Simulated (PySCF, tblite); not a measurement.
# C4H7F3OSi2: geometry, infrared bands, NMR shifts and electronic excitations, part 2 of 2

tblite 0.8.0 and PySCF 2.14.0. Atoms count from 0. The steps go on from the part before.

### 5 NMR shieldings: PBE0/pcSseg-1

Job settings and geometry (Å):

```
{"job": {"kind": "nmr", "xc": "PBE0", "basis": "pcSseg-1"}, "charge": 0, "multiplicity": 1}
O     -0.417460    -1.892633     0.196207
C     -0.995209    -0.831543     0.143727
C     -0.358487     0.492977     0.256522
Si     0.869061     0.731214    -1.227617
C      2.313225     0.097897    -0.183765
Si     1.233949     0.416942     1.340402
C     -2.518949    -0.818104    -0.109443
F     -2.781817    -0.142876    -1.233616
F     -3.146619    -0.198281     0.893327
F     -3.008553    -2.036865    -0.224534
H     -1.073978     1.309873     0.415629
H      0.495602    -0.052696    -2.439956
H      0.967776     2.184106    -1.551332
H      2.425756    -0.988533    -0.334419
H      3.293128     0.586217    -0.265039
H      1.481140     1.770496     1.920703
H      1.202090    -0.617323     2.411546
```

Level: GIAO PBE0/pcSseg-1 NMR shielding, non-relativistic, gas phase.

Output:

```text
coarse grid: 16280 points
cycle   1  E = -1109.1774091603  dE =  1.568e+00  |g| = 1.200e+00  |ddm| = 3.848e+00
cycle   2  E = -1108.4648227768  dE =  7.126e-01  |g| = 2.319e+00  |ddm| = 2.830e+00
cycle   3  E = -1109.4214160154  dE = -9.566e-01  |g| = 3.311e-01  |ddm| = 2.294e+00
cycle   4  E = -1109.4407148953  dE = -1.930e-02  |g| = 1.220e-01  |ddm| = 3.631e-01
cycle   5  E = -1109.4433271253  dE = -2.612e-03  |g| = 2.024e-02  |ddm| = 1.077e-01
cycle   6  E = -1109.4434112512  dE = -8.413e-05  |g| = 6.387e-03  |ddm| = 2.355e-02
cycle   7  E = -1109.4434200860  dE = -8.835e-06  |g| = 1.593e-03  |ddm| = 8.260e-03
final grid: 152312 points
cycle   8  E = -1109.5304942323  dE = -2.600e-05  |g| = 1.383e-02  |ddm| = 3.077e-02
cycle   9  E = -1109.5303923778  dE =  1.019e-04  |g| = 2.705e-02  |ddm| = 3.180e-02
cycle  10  E = -1109.5305302262  dE = -1.378e-04  |g| = 2.472e-03  |ddm| = 2.233e-02
cycle  11  E = -1109.5305315490  dE = -1.323e-06  |g| = 2.380e-04  |ddm| = 2.416e-03
cycle  12  E = -1109.5305315585  dE = -9.579e-09  |g| = 7.871e-05  |ddm| = 2.708e-04
cycle  13  E = -1109.5305315594  dE = -8.877e-10  |g| = 3.584e-05  |ddm| = 9.670e-05
cycle  14  E = -1109.5305315597  dE = -2.383e-10  |g| = 6.295e-06  |ddm| = 3.280e-05
converged SCF energy = -1109.5305315597

GIAO shielding tensors (ppm)
atom      isotropic    diamagn.    paramagn.     s11        s22        s33       span
  0 O     -257.451     402.088    -659.539   -761.805   -380.183    369.634   1131.439
  1 C      -16.243     251.001    -267.243   -122.642    -13.582     87.496    210.138
  2 C      155.291     264.567    -109.277    125.747    162.662    177.463     51.715
  3 Si     377.133     880.915    -503.782    353.328    364.283    413.788     60.459
  4 C      192.691     261.143     -68.453    181.436    190.861    205.775     24.340
  5 Si     382.518     880.554    -498.036    364.669    367.864    415.020     50.351
  6 C       63.543     250.927    -187.383     49.192     56.816     84.622     35.430
  7 F      262.519     475.540    -213.022    184.337    256.085    347.134    162.798
  8 F      265.987     473.625    -207.638    186.019    263.368    348.575    162.556
  9 F      283.630     466.618    -182.988    209.469    299.438    341.985    132.516
 10 H       28.509      34.226      -5.717     24.184     29.037     32.305      8.122
 11 H       26.353      29.124      -2.771     22.308     25.376     31.375      9.066
 12 H       26.299      29.426      -3.127     23.076     24.595     31.227      8.151
 13 H       30.134      31.740      -1.605     26.012     27.978     36.413     10.400
 14 H       30.896      29.265       1.630     25.912     26.938     39.837     13.925
 15 H       26.408      29.125      -2.716     23.334     24.500     31.391      8.057
 16 H       26.182      28.581      -2.399     22.768     24.242     31.536      8.768
```

It took 98 s on 1 thread of Arm Neoverse N1, shared host; peak memory 0.99 GiB.

The references, computed at this level on geometries of the same kind, shield at (ppm): 1H TMS 31.27, 13C TMS 184.4, 29Si TMS 352.0, 19F CFCl3 177.2, 17O H2O 334.6. Their shielding less the atom's gives the shift. The references are single molecules in the gas phase, so shifts against H2O, NH3, PH3, H3PO4 or CFCl3 are not on the usual liquid scales and can be off by tens of ppm. Atoms listed in one row are averaged.

```
     atoms                                                environment  σ (ppm)  δ (ppm)  δ scaled to CDCl3
        C1                                     ketone carbonyl carbon    -16.2    200.7              194.3
        C6                                                 CF3 carbon     63.5    120.9              116.9
        C2                     sp3 CH bonded to 2 Si, α to a carbonyl    155.3     29.1               27.8
        C4                                     sp3 CH2 bonded to 2 Si    192.7     -8.3               -8.5
  H11, H16  hydrogen on a silicon bonded to 2 C, in a 4-membered ring    26.27     5.00                  –
  H12, H15  hydrogen on a silicon bonded to 2 C, in a 4-membered ring    26.35     4.91                  –
       H10      hydrogen on an sp3 CH bonded to 2 Si, α to a carbonyl    28.51     2.76               2.83
       H13                      hydrogen on an sp3 CH2 bonded to 2 Si    30.13     1.13               1.29
       H14                      hydrogen on an sp3 CH2 bonded to 2 Si    30.90     0.37               0.57
        O0                                              ketone oxygen   -257.5    592.0                  –
  Si3, Si5           silicon bonded to 2 C, 2 H, in a 4-membered ring    379.8    -27.8                  –
F7, F8, F9                                    fluorine of a CF3 group    270.7    -93.5                  –
```

The scaled column applies a straight-line fit of computed shieldings to shifts measured in CDCl3, and one for carbons that bear F (root-mean-square error 0.21 ppm for H, 2.0 ppm for C).

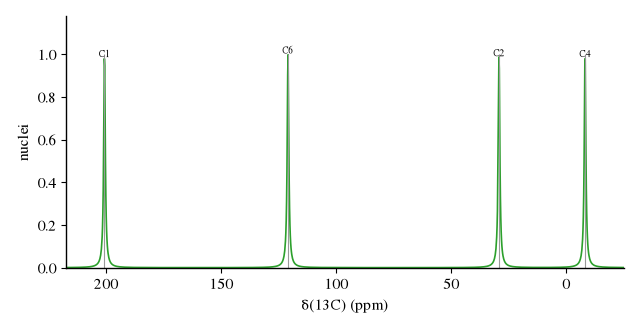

13C lines at the computed shifts, without couplings. Lines are broadened to a width of 0.84 ppm (Lorentzian).

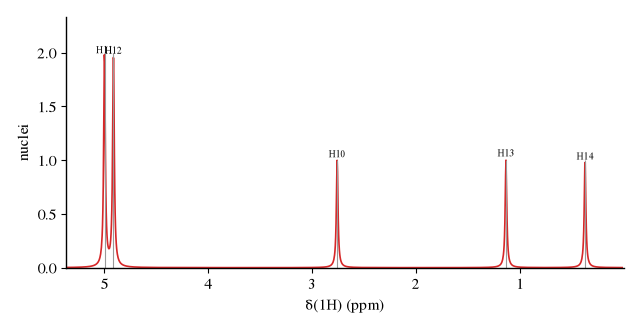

1H lines at the computed shifts, without couplings. Lines are broadened to a width of 0.02 ppm (Lorentzian).

Charges from the same density, by scheme (e):

| atoms | Mulliken | IAO | Hirshfeld | ESP fit |
| --- | --- | --- | --- | --- |
| O0 | -0.35 | -0.41 | -0.22 | -0.42 |
| C1 | 0.19 | 0.33 | 0.12 | 0.39 |
| C2 | -0.81 | -0.71 | -0.21 | -0.53 |
| Si3, Si5 | 0.66 | 0.78 | 0.35 | 0.50 |
| C4 | -0.79 | -0.83 | -0.25 | -0.60 |
| C6 | 0.84 | 0.77 | 0.25 | 0.60 |
| F7, F8, F9 | -0.26 | -0.27 | -0.09 | -0.21 |

IAO charges:

O0 -0.41; C1 0.33; C2 -0.71; Si3 0.78; C4 -0.83; Si5 0.78; C6 0.77; F7 -0.28; F8 -0.28; F9 -0.25; H10 0.17; H11 -0.10; H12 -0.11; H13 0.18; H14 0.17; H15 -0.11; H16 -0.09

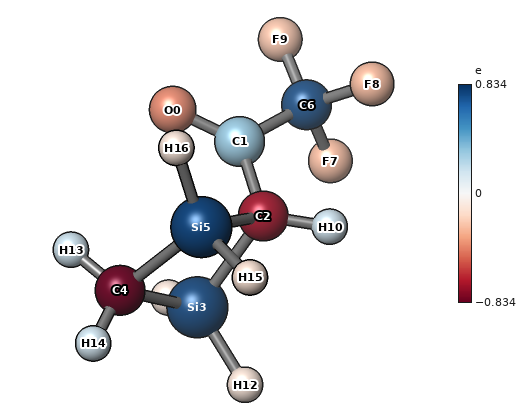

IAO charges, as colours on the atoms.

Mayer bond orders: O0–C1 1.98, C1–C2 0.97, C2–Si3 0.78, Si3–C4 0.93, C4–Si5 0.92, C1–C6 0.90, C6–F7 0.99, C6–F8 0.99, C6–F9 1.04, Si5–C2 0.80.

Ring of atoms C2, Si3, C4, Si5: NICS(0) -2.7, NICS(1) -1.4, NICS(1)zz 2.3 ppm (means of both faces; NICS(1) differs between them: -2.5 and -0.4).

Orbitals, density, ELF and potential are computed afterwards from the orbital file.

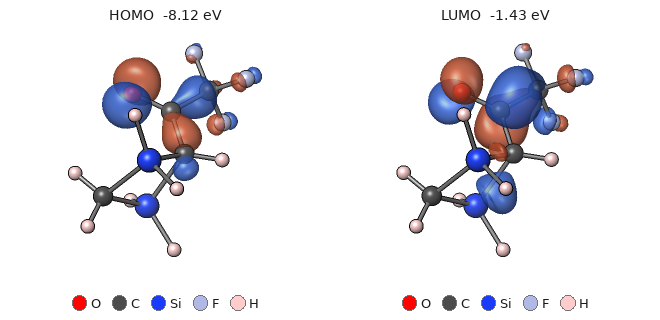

PBE0/pcSseg-1 orbitals near the gap, drawn at the value that encloses 70 % of each; the two colours are the two signs.

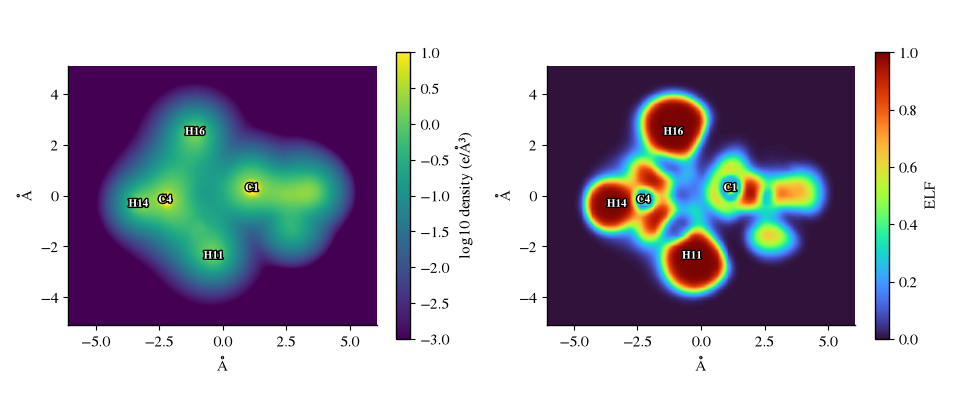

Density (left) and ELF (right) in a plane through or near 5 of the atoms.

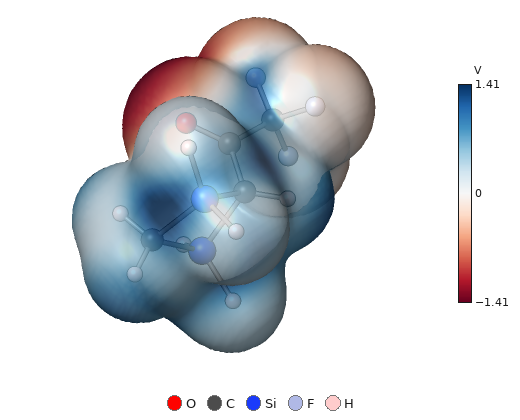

Electrostatic potential on the surface of density 0.002 e/bohr³; red is low, blue high. It runs from -1.41 V near O0 to 1.33 V near Si5.

### 6 Ultraviolet spectrum: CAM-B3LYP/def2-SVPD

Same as in step 5 but for these lines:

```diff
@@ -1,2 +1,2 @@
-{"job": {"kind": "nmr", "xc": "PBE0", "basis": "pcSseg-1"}, "charge": 0, "multiplicity": 1}
+{"job": {"kind": "uv", "xc": "CAM-B3LYP", "basis": "def2-SVPD", "ip": true}, "charge": 0, "multiplicity": 1}
 O     -0.417460    -1.892633     0.196207
```

Method: TDDFT CAM-B3LYP/def2-SVPD, vertical, gas phase, core orbitals frozen in the response.

Output:

```text
coarse grid: 16280 points
cycle   1  E = -1109.2110399339  dE =  1.690e+00  |g| = 1.228e+00  |ddm| = 5.634e+00
cycle   2  E = -1108.7962290487  dE =  4.148e-01  |g| = 2.005e+00  |ddm| = 3.278e+00
cycle   3  E = -1109.4994865614  dE = -7.033e-01  |g| = 2.238e-01  |ddm| = 2.259e+00
cycle   4  E = -1109.5078271837  dE = -8.341e-03  |g| = 1.018e-01  |ddm| = 3.304e-01
cycle   5  E = -1109.5096931121  dE = -1.866e-03  |g| = 1.578e-02  |ddm| = 1.345e-01
cycle   6  E = -1109.5097478107  dE = -5.470e-05  |g| = 5.308e-03  |ddm| = 3.232e-02
cycle   7  E = -1109.5097547929  dE = -6.982e-06  |g| = 1.737e-03  |ddm| = 1.260e-02
final grid: 152312 points
cycle   8  E = -1109.6677065157  dE = -3.131e-05  |g| = 5.642e-03  |ddm| = 7.749e-02
cycle   9  E = -1109.6677027553  dE =  3.760e-06  |g| = 7.424e-03  |ddm| = 1.485e-02
cycle  10  E = -1109.6677127240  dE = -9.969e-06  |g| = 9.239e-04  |ddm| = 7.178e-03
cycle  11  E = -1109.6677128836  dE = -1.596e-07  |g| = 2.575e-04  |ddm| = 1.268e-03
cycle  12  E = -1109.6677128971  dE = -1.353e-08  |g| = 7.285e-05  |ddm| = 4.455e-04
cycle  13  E = -1109.6677128983  dE = -1.151e-09  |g| = 2.047e-05  |ddm| = 1.205e-04
cycle  14  E = -1109.6677128984  dE = -1.401e-10  |g| = 6.445e-06  |ddm| = 5.596e-05
converged SCF energy = -1109.6677128984

Static polarisability (au): isotropic 100.778, principal 91.232 102.336 108.766

Singlet excitations
state   eV       nm        f      main configurations
  1   4.5107    274.9   0.00037   H->L 0.57, H-1->L 0.35
  2   6.1988    200.0   0.11112   H-1->L 0.56, H->L 0.33
  3   6.7723    183.1   0.00271   H-1->L+1 0.53, H->L+1 0.40
  4   6.9810    177.6   0.02386   H-2->L 0.65, H-3->L 0.19
  5   7.0844    175.0   0.04605   H-3->L 0.59, H-2->L 0.23, H-4->L 0.09
  6   7.4204    167.1   0.00276   H->L+1 0.53, H-1->L+1 0.39
  7   7.4832    165.7   0.01193   H->L+3 0.41, H-1->L+3 0.40
  8   7.7894    159.2   0.00085   H-1->L+2 0.35, H->L+2 0.34, H-2->L+1 0.10
  9   7.8873    157.2   0.01425   H-1->L+3 0.33, H->L+3 0.28
 10   7.9157    156.6   0.05119   H-4->L 0.41, H-2->L+1 0.21, H-3->L 0.10

Triplet excitations (Tamm-Dancoff, eV): 3.9639 5.0318 6.5154 6.5328
Vertical ionisation energy (delta-SCF) = 11.0833 eV
Vertical electron affinity (delta-SCF) = -0.2145 eV
```

It took 22 min on 1 thread of Arm Neoverse N1, shared host; peak memory 1.3 GiB.

The orbitals next to the gap, with their largest atomic shares:

```
orbital      eV                        atoms
 HOMO−3  -10.90   C4 26 %, C2 20 %, Si5 12 %
 HOMO−2  -10.43   C4 26 %, C2 20 %, Si3 14 %
 HOMO−1   -9.71    O0 23 %, C2 14 %, C4 12 %
   HOMO   -9.66     O0 36 %, C2 15 %, C4 8 %
   LUMO   -0.40     C1 34 %, O0 28 %, C2 7 %
 LUMO+1    0.44  Si3 19 %, Si5 17 %, C4 12 %
 LUMO+2    0.99  Si3 22 %, Si5 21 %, H12 8 %
```

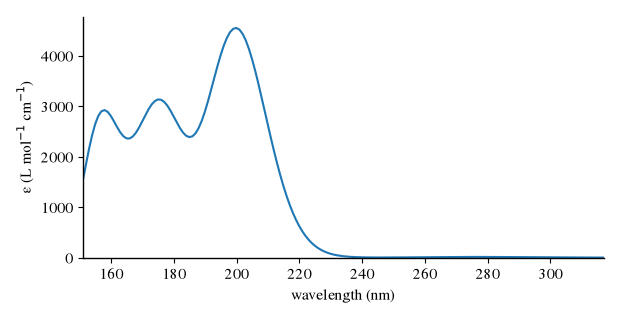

Absorption spectrum: each of the 10 states is a Gaussian band of 0.4 eV half-width at 1/e. Beyond the last state computed it falls off for lack of states.

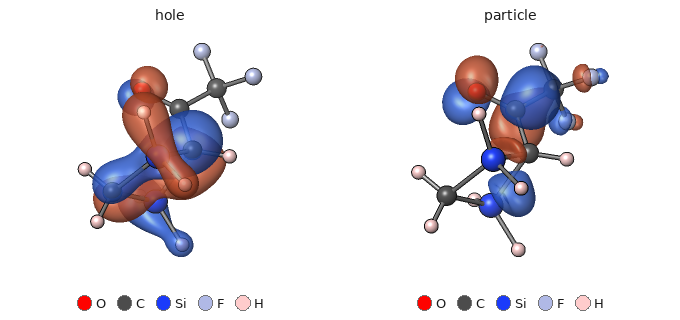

Leading natural transition orbitals of singlet state 2: the electron leaves the hole (left) for the particle orbital (right).

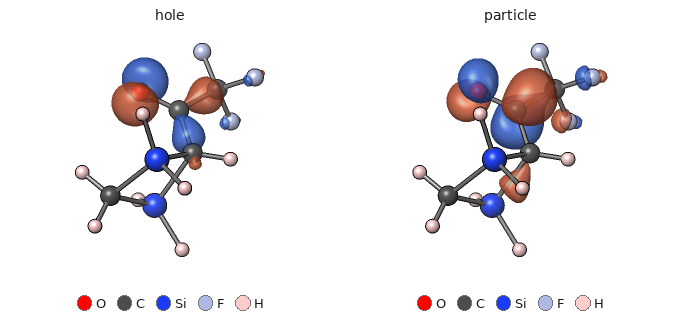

Leading natural transition orbitals of singlet state 1: the electron leaves the hole (left) for the particle orbital (right).

Further results of this job:

| property | computed |
| --- | --- |
| dipole moment (D) | 3.41 |
| polarisability (Å³) | 14.93 |
| HOMO–LUMO gap (eV) | 9.26 |
| −ε(HOMO) (eV) | 9.66 |

### 7 Shielding tensors: wB97X-D/pcSseg-1

Same as in step 6 but for these lines:

```diff
@@ -1,2 +1,2 @@
-{"job": {"kind": "uv", "xc": "CAM-B3LYP", "basis": "def2-SVPD", "ip": true}, "charge": 0, "multiplicity": 1}
+{"job": {"kind": "nmr", "xc": "wB97X-D", "basis": "pcSseg-1", "pop": false}, "charge": 0, "multiplicity": 1}
 O     -0.417460    -1.892633     0.196207
```

Method: GIAO wB97X-D/pcSseg-1 NMR shielding, non-relativistic, gas phase.

Output:

```text
coarse grid: 16280 points
cycle   1  E = -1109.7420570855  dE =  1.780e+00  |g| = 1.290e+00  |ddm| = 3.782e+00
cycle   2  E = -1109.4389505005  dE =  3.031e-01  |g| = 1.919e+00  |ddm| = 2.276e+00
cycle   3  E = -1110.0498013150  dE = -6.109e-01  |g| = 1.941e-01  |ddm| = 1.536e+00
cycle   4  E = -1110.0557743384  dE = -5.973e-03  |g| = 9.343e-02  |ddm| = 1.888e-01
cycle   5  E = -1110.0572365589  dE = -1.462e-03  |g| = 1.464e-02  |ddm| = 7.964e-02
cycle   6  E = -1110.0572862042  dE = -4.965e-05  |g| = 5.294e-03  |ddm| = 1.852e-02
cycle   7  E = -1110.0572942109  dE = -8.007e-06  |g| = 1.543e-03  |ddm| = 1.026e-02
final grid: 152312 points
cycle   8  E = -1110.1504773752  dE = -1.852e-04  |g| = 8.890e-03  |ddm| = 4.559e-02
cycle   9  E = -1110.1504802638  dE = -2.889e-06  |g| = 8.405e-03  |ddm| = 1.188e-02
cycle  10  E = -1110.1504900934  dE = -9.830e-06  |g| = 7.546e-04  |ddm| = 4.375e-03
cycle  11  E = -1110.1504902067  dE = -1.133e-07  |g| = 3.985e-04  |ddm| = 1.018e-03
cycle  12  E = -1110.1504902378  dE = -3.116e-08  |g| = 1.317e-04  |ddm| = 5.734e-04
cycle  13  E = -1110.1504902416  dE = -3.717e-09  |g| = 5.224e-05  |ddm| = 1.221e-04
cycle  14  E = -1110.1504902422  dE = -6.571e-10  |g| = 1.795e-05  |ddm| = 1.065e-04
converged SCF energy = -1110.1504902422

GIAO shielding tensors (ppm)
atom      isotropic    diamagn.    paramagn.     s11        s22        s33       span
  0 O     -256.199     402.941    -659.140   -759.689   -380.587    371.679   1131.368
  1 C      -17.840     251.133    -268.973   -126.060    -15.063     87.604    213.664
  2 C      156.278     266.145    -109.867    126.371    162.930    179.533     53.162
  3 Si     378.541     880.984    -502.443    357.166    365.883    412.574     55.409
  4 C      193.471     262.138     -68.667    182.741    191.099    206.574     23.834
  5 Si     383.724     880.594    -496.870    366.492    370.666    414.013     47.520
  6 C       63.567     251.145    -187.578     49.789     56.629     84.283     34.494
  7 F      266.062     475.817    -209.754    186.622    260.320    351.246    164.625
  8 F      269.369     473.885    -204.516    188.240    267.331    352.537    164.297
  9 F      286.108     466.942    -180.835    210.824    302.097    345.401    134.577
 10 H       28.733      34.620      -5.887     24.428     29.258     32.513      8.084
 11 H       26.585      29.328      -2.743     22.604     25.555     31.597      8.992
 12 H       26.507      29.583      -3.077     23.262     24.746     31.512      8.251
 13 H       30.328      32.111      -1.783     26.137     28.171     36.676     10.539
 14 H       31.060      29.297       1.763     26.093     27.066     40.021     13.928
 15 H       26.599      29.271      -2.672     23.499     24.631     31.668      8.168
 16 H       26.406      28.759      -2.353     23.039     24.423     31.755      8.716
```

Run time: 1.7 min. Hardware: 1 thread of Arm Neoverse N1, shared host; peak memory 1.2 GiB.

This run: δ C1 202.4, C6 121.0, C2 28.3, C4 -8.9, H11 4.88, H12 4.83 ppm (means over like atoms).

### 8 Side by side: NMR shifts

Shifts (ppm) of some atoms, chosen among heavy atoms and hydrogens apart, means over like atoms, with basis size and wall time:

```
             run     C1    C2    C4   H11   H10     O0     F7  functions     time
   PBE0/pcSseg-1  200.7  29.1  -8.3  5.00  2.76  592.0  -93.5        219     98 s
wB97X-D/pcSseg-1  202.4  28.3  -8.9  4.88  2.65  589.4  -86.7        219  1.7 min
```

### 9 What came out

The summary covers parts 1 to 2.

| quantity | value |
| --- | --- |
| strongest single infrared mode (GFN2-xTB) | 1720 cm⁻¹, 407 km/mol |
| zero-point energy (GFN2-xTB) | 61.5 kcal/mol |
| point group | C1 |
| rotational constants (main isotopes) | 1.88, 0.61, 0.57 GHz |
| 13C shifts against TMS (PBE0/pcSseg-1) | 200.7, 120.9, 29.1, -8.3 ppm |
| 1H shifts against TMS (PBE0/pcSseg-1, means over atoms taken as alike) | 5.00, 4.91, 2.76, 1.13, 0.37 ppm |
| 17O shifts against H2O (PBE0/pcSseg-1) | 592.0 ppm |
| 29Si shifts against TMS (PBE0/pcSseg-1, means over atoms taken as alike) | -27.8 ppm |
| 19F shifts against CFCl3 (PBE0/pcSseg-1, means over atoms taken as alike) | -93.5 ppm |
| surface potential, least and greatest | -1.41 V and 1.33 V |
| lowest singlet (CAM-B3LYP/def2-SVPD) | 4.51 eV (275 nm), f = 0.000 |
| brightest single state of those computed | state 2, 6.20 eV, f = 0.111 |
| lowest triplet | 3.96 eV |
| vertical ionisation energy (ΔSCF) | 11.08 eV |
| vertical electron affinity (ΔSCF) | -0.21 eV (unbound: the value hangs on the basis) |
| range of the shift of F7 | -93.5 to -86.7 ppm |

In words: The optimisation took 150 steps and gained 1.131 eV; among the close pairs (by a distance rule), C2–Si5 changed most, from 1.850 to 1.935 Å (GFN2-xTB). All 45 modes are real, so the xTB geometry is a minimum. The strongest single mode, at 1720 cm⁻¹, moves mainly C1 and O0. Unscaled tight-binding wavenumbers are off by several per cent, some by more. Its intensities can rank the bands wrongly. Over 22 steps the energy fell by 0.362 eV; of the close pairs, C2–Si3 changed most, 1.996 to 1.941 Å (PBE0/def2-SVP). No frequency check was run at this level, so the end point may be a saddle. C1 (ketone carbonyl carbon) lies farthest downfield among carbon, at 200.7 ppm; the double bond to the heteroatom, with no lone-pair donor beside it, deshields it most. At PBE0/pcSseg-1: Shielding is most anisotropic at O0 (span 1131 ppm, paramagnetic term -660 ppm). At PBE0/pcSseg-1, counted by nearest atom on the grid, the HOMO lies on O0 59 %; C2, C6 about 10 % each, the LUMO on C1 41 %; O0 27 %. The lowest singlet, at 4.51 eV, is HOMO→LUMO 0.57, HOMO−1→LUMO 0.35 and is dark; of the 10 states computed, the strongest absorption comes from state 2 at 6.20 eV (the last state computed is bright too, and its partners may lie past the list). The lowest triplet lies 0.55 eV below the lowest singlet (triplets in Tamm-Dancoff, singlets in full TDDFT). The orbital energy would give 9.66 eV for ionisation, ΔSCF gives 11.08 eV. In this run the hole sits in HOMO−2, not in the HOMO; unless the two are degenerate, this need not be the first ionisation. In ppm, F7 (with its like atoms) moves most: its shift spreads over 6.8 ppm, from -93.5 (PBE0/pcSseg-1) to -86.7 (wB97X-D/pcSseg-1).
